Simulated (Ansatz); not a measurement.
**The cluster HfS₂−: the relaxed shape and its frontier levels**

Aim: characterise the cluster HfS₂− as a doublet: its structure, frontier levels and distribution of charge and spin.

Method: UKS PBE0-D4/def2-TZVPD; program: Ansatz 0.2.0, Gaussian basis.

Plan: relaxation at PBE-D4/def2-TZVPD; a search for the lowest solution at PBE0-D4/def2-SVP; a single point at PBE0-D4/def2-TZVPD.

1 further run of the same task is left out (set aside as unsound or not needed).

## Step 1: The system as given

3 atoms, charge -1, spin multiplicity 2.

Atoms are counted from 1 here; the program's logs count them from 0.

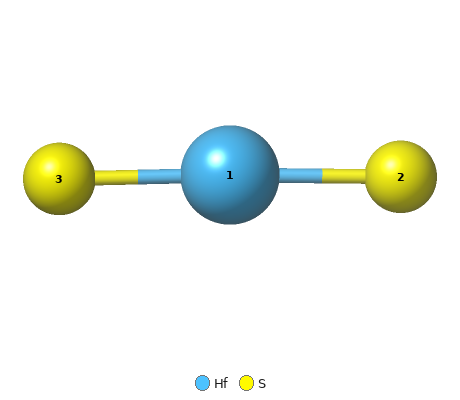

The starting geometry (hafnium blue, sulfur yellow); atoms are numbered from 1 in the order of the file.

Hf takes a core potential in the def2 sets. No spin-orbit coupling is included. The ion is computed in the gas phase, without counter-ions or solvent.

The start is a GFN2-xTB geometry.

## Step 2: Optimising with PBE-D4/def2-TZVPD

in.yaml reads:

```yaml
crystal:
  periodic: [false, false, false]
  atoms:
    - {symbol: Hf, position_ang: [-0.007350, 0.007690, 0.023640]}
    - {symbol: S, position_ang: [-1.374120, -1.862820, 0.179000]}
    - {symbol: S, position_ang: [1.381470, 1.855130, -0.202640]}
basis:
  gaussian: {orbitals: def2-TZVPD}
total_charge: -1
magnetization: {spin_polarized: true, initial_magnetization: 1}
hamiltonian: {xc: pbe, dispersion: d4}
scf: {lower_state_search: "off"}
output: {orbitals: {seedname: orbitals}}
relax: {f_tol: 0.02, max_steps: 100}
```

Command:

```bash
$ ansatz run in.yaml --threads 4 --pin off --events-out ev --progress --plain --max-ram 3916MiB
```

Log (excerpt; [...] marks lines left out):

```text
Functional definition: PBE
  name "PBE"
  cite "Perdew, Burke & Ernzerhof, Phys. Rev. Lett. 77, 3865 (1996) doi:10.1103/PhysRevLett.77.3865"
  parent pbe
[...]
953 factors; their error is unknown
[...]
mean field -22972.46905604 eV, -844.2226665108 hartree, gradient 1.5e-6 eV, S^2 0.756642; 0 other end points of the search recorded, 0 dependent functions left out
[...]
reference -22972.46909635 eV, -844.2226679921 hartree; 23, 22 occupied and 112, 113 virtual orbitals, 953 factors
relax step   1: F+E_penalty+E_count = -22972.56857858 eV  Δ(F+E_penalty+E_count) = +0.000e0 eV  max|allowed force component| = 1.935e-1 eV/Å  Δτ_max = 0.0000 Å  (18 SCF iters, accepted)
[...]
relax step   7: F+E_penalty+E_count = -22973.28553352 eV  Δ(F+E_penalty+E_count) = -3.226e-2 eV  max|allowed force component| = 2.136e-1 eV/Å  Δτ_max = 0.0433 Å  (24 SCF iters, accepted)
[...]
relax step   8: F+E_penalty+E_count = -22973.29020484 eV  Δ(F+E_penalty+E_count) = -4.671e-3 eV  max|allowed force component| = 5.018e-3 eV/Å  Δτ_max = 0.0323 Å  (24 SCF iters, accepted)
Total energy: -22973.29024707 eV, -844.2528447243 hartree
Atom 0 at    -0.225214     0.241934     0.732458 Å, force     0.002038    -0.000936    -0.005018 eV/Å
Atom 1 at    -1.037097    -1.672378    -0.207237 Å, force    -0.002758    -0.002063     0.002513 eV/Å
Atom 2 at     1.262311     1.430444    -0.525221 Å, force     0.000721     0.002999     0.002505 eV/Å
Dipole moment:    -0.279547     0.300218     0.909058 e Å
Checks for a lower state left out: stability, starts, cluster_reference, orbital_swaps, neighbouring_geometries, increment
```

Run time: 20 s. Hardware: 4 threads of Intel Xeon at 2.50GHz, shared host.

The steps of the relaxation:

```
step  energy from step 1 (eV)  largest force component (eV/Å)
   1                   0.0000                          0.1935
   2                  -0.0061                          0.1395
   3                  -0.0510                          0.7678
   4                  -0.2211                          1.0225
   5                  -0.5011                          0.9009
   6                  -0.6847                          0.6364
   7                  -0.7170                          0.2136
   8                  -0.7216                          0.0050
```

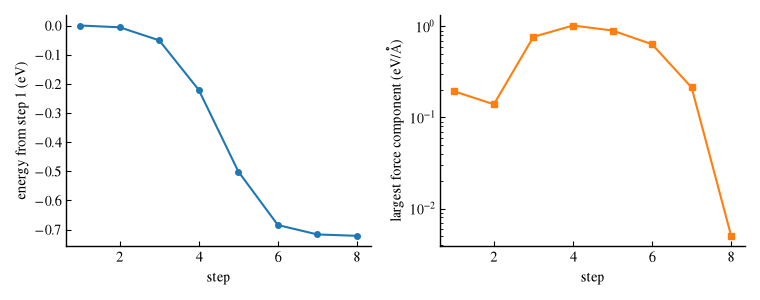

Energy and largest force along the relaxation.

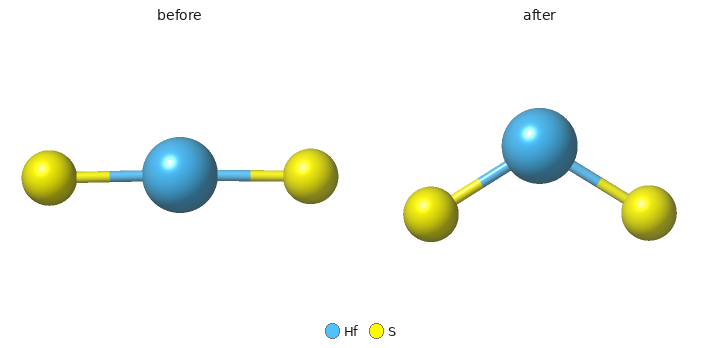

Before and after, at one scale.

Close pairs (by a distance rule), those that changed most:

```
  bond  before (Å)  after (Å)  change (Å)
Hf1–S3       2.322      2.282      -0.040
Hf1–S2       2.322      2.282      -0.040
```

Bonds by kind at the end (by distance):

| bond | count | shortest (Å) | longest (Å) |
| --- | --- | --- | --- |
| Hf–S | 2 | 2.282 | 2.282 |

## Step 3: Searching for the lowest solution, PBE0-D4/def2-SVP

start.molden holds the orbitals of an earlier run on this state, given as this run's starting guess.

in.yaml reads:

```yaml
crystal:
  periodic: [false, false, false]
  atoms:
    - {symbol: Hf, position_ang: [-0.225214, 0.241934, 0.732458]}
    - {symbol: S, position_ang: [-1.037097, -1.672378, -0.207237]}
    - {symbol: S, position_ang: [1.262311, 1.430444, -0.525221]}
basis:
  gaussian: {orbitals: def2-SVP, initial_orbitals: start.molden}
total_charge: -1
magnetization: {spin_polarized: true, initial_magnetization: 1}
hamiltonian: {xc: pbe0, dispersion: d4}
output: {orbitals: {seedname: orbitals}}
```

The command is unchanged.

Log (excerpt; [...] marks lines left out):

```text
Functional definition: PBE0
  name "PBE0"
  cite "Adamo & Barone, J. Chem. Phys. 110, 6158 (1999) doi:10.1063/1.478522"
  cite "Perdew, Burke & Ernzerhof, Phys. Rev. Lett. 77, 3865 (1996) doi:10.1103/PhysRevLett.77.3865"
  parent pbe
[...]
640 factors; integrals over basis functions are off by at most 7.8e-4 eV
[...]
mean field -22965.90631590 eV, -843.9814902590 hartree, gradient 1.5e-5 eV, S^2 0.754491; 3 other end points of the search recorded, 0 dependent functions left out
reference -22965.90634861 eV, -843.9814914610 hartree; 23, 22 occupied and 45, 46 virtual orbitals, 640 factors
Total energy: -22966.00539194 eV, -843.9851312364 hartree
```

Run time: 3.8 s. Hardware: 4 threads of Intel Xeon at 2.50GHz, shared host.

Report: HOMO -0.93 eV, LUMO 1.43 eV (over both spins); ⟨S²⟩ 0.754 (pure: 0.75).

## Step 4: Single point, PBE0-D4/def2-TZVPD

Edit in.yaml of step 3 so:

```diff
@@ -7,3 +7,3 @@
 basis:
-  gaussian: {orbitals: def2-SVP, initial_orbitals: start.molden}
+  gaussian: {orbitals: def2-TZVPD, initial_orbitals: start.molden}
 total_charge: -1
@@ -11,2 +11,3 @@
 hamiltonian: {xc: pbe0, dispersion: d4}
+scf: {omitted_lower_state_checks: [starts]}
 output: {orbitals: {seedname: orbitals}}
```

Same command.

Log:

```text
Functional definition: PBE0
  name "PBE0"
  cite "Adamo & Barone, J. Chem. Phys. 110, 6158 (1999) doi:10.1063/1.478522"
  cite "Perdew, Burke & Ernzerhof, Phys. Rev. Lett. 77, 3865 (1996) doi:10.1103/PhysRevLett.77.3865"
  parent pbe
  parameter a = 0.25
  parameter kappa = 0.804
  parameter beta = 0.06672455060314922
  exchange = (1 - a)*pbe_x(kappa = kappa, mu = beta*pi^2/3) + a*exact_x
  correlation = pbe_c(beta = beta)
these checks for a lower state are left out or cut short: starts
1069 factors; their error is unknown
mean field evaluation 1: about -22971.9353 eV, gradient 8.8e1 eV
mean field evaluation 2: about -22973.5485 eV, gradient 2.9e0 eV
mean field evaluation 4: about -22973.7686 eV, gradient 1.7e-1 eV
mean field evaluation 8: about -22973.7701 eV, gradient 1.4e-5 eV
mean field -22973.77008652 eV, -844.2704784988 hartree, gradient 1.4e-5 eV, S^2 0.754300; 0 other end points of the search recorded, 0 dependent functions left out
reference -22973.77011978 eV, -844.2704797213 hartree; 23, 22 occupied and 112, 113 virtual orbitals, 1069 factors
Total energy: -22973.86916312 eV, -844.2741194968 hartree
Checks for a lower state left out: starts
```

It took 4.9 s on 4 threads of Intel Xeon at 2.50GHz, shared host.

From the report: HOMO -1.20 eV, LUMO 1.29 eV (over both spins); ⟨S²⟩ 0.754 (pure: 0.75).

Mulliken charges, from this run's orbitals:

```
atom  value (e)
 Hf1       0.31
  S2      -0.66
  S3      -0.66
```

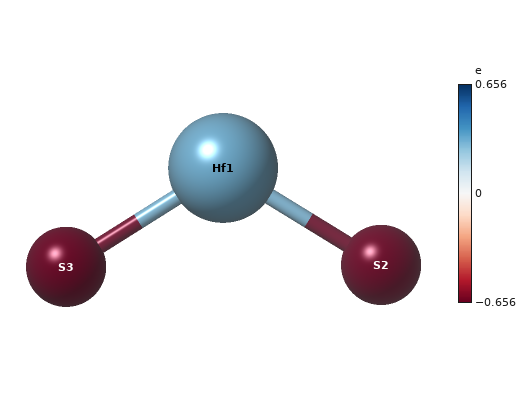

Mulliken charges, from this run's orbitals, as colours on the atoms.

Mulliken spin populations:

```
atom  value (e)
 Hf1       1.14
  S2      -0.07
  S3      -0.07
```

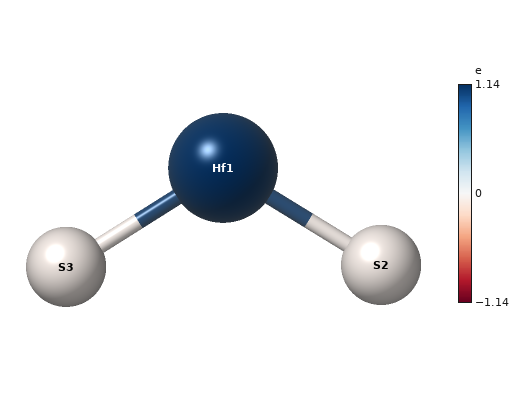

Mulliken spin populations, as colours on the atoms.

Largest Mayer bond orders: Hf1–S2 1.88; Hf1–S3 1.88.

The fields below are evaluated on a grid from the run's orbitals.

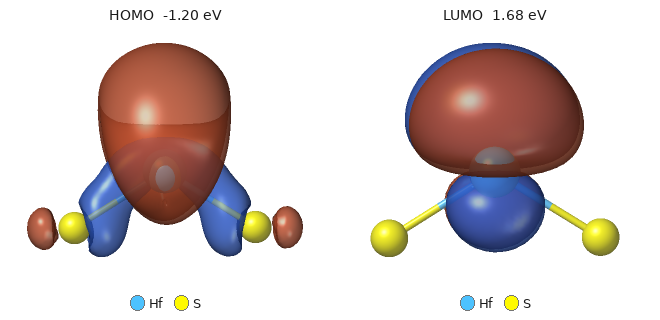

Frontier orbitals at PBE0-D4/def2-TZVPD (alpha spin); each surface holds 70 % of the orbital's density, blue and red mark the sign.

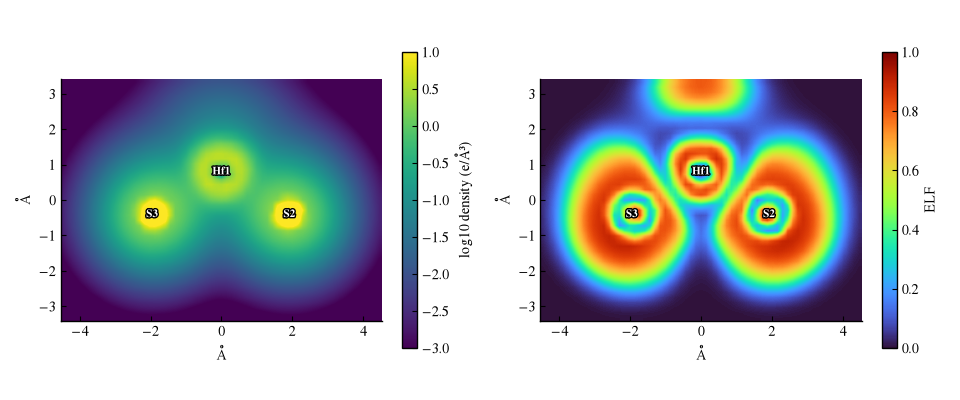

Density (left) and ELF (right) in a plane through or near 3 of the atoms.

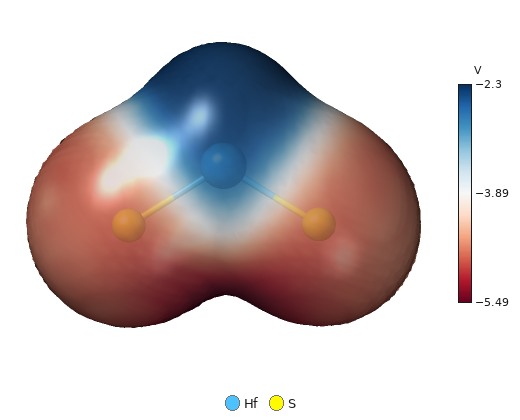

Electrostatic potential on the surface of density 0.002 e/bohr³; red is low, blue high. It runs from -5.49 V near S3 to -2.30 V near Hf1.

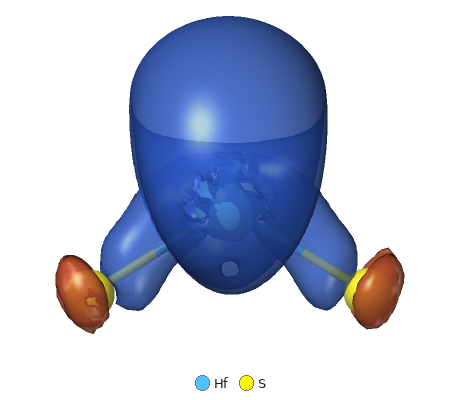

Spin density at ±0.01 e/Å³ (alpha excess blue, beta excess red).

## Step 5: What came out

| quantity | value |
| --- | --- |
| point group | C2v |
| near neighbours of the metal | S 2.28, S 2.28 Å |
| HOMO, LUMO at PBE0-D4/def2-TZVPD (over both spins) | -1.20, 1.29 eV |
| ⟨S²⟩ | 0.754 |
| charge on the metal (Mulliken, PBE0-D4/def2-TZVPD) | +0.31 e |
| spin on the metal (Mulliken) | 1.14 |

The molecule keeps its bonding pattern by the stored test; the atoms moved 0.63 Å (rms), and the angle S2–Hf1–S3 went from 178° to 116°. Of 1 unpaired electron, 1.14 sit on the metal by Mulliken's count, more than all: the ligands carry opposite spin. No usable vibrations, so a minimum isn't proven. The alpha HOMO lies nearest to Hf1 85 %; S2, S3 about 7 % each and the alpha LUMO to Hf1 92 % (shares on a coarse grid); over both spins the LUMO of beta spin, not drawn, take the frontier's place. Whether this spin is the lowest isn't tested here.
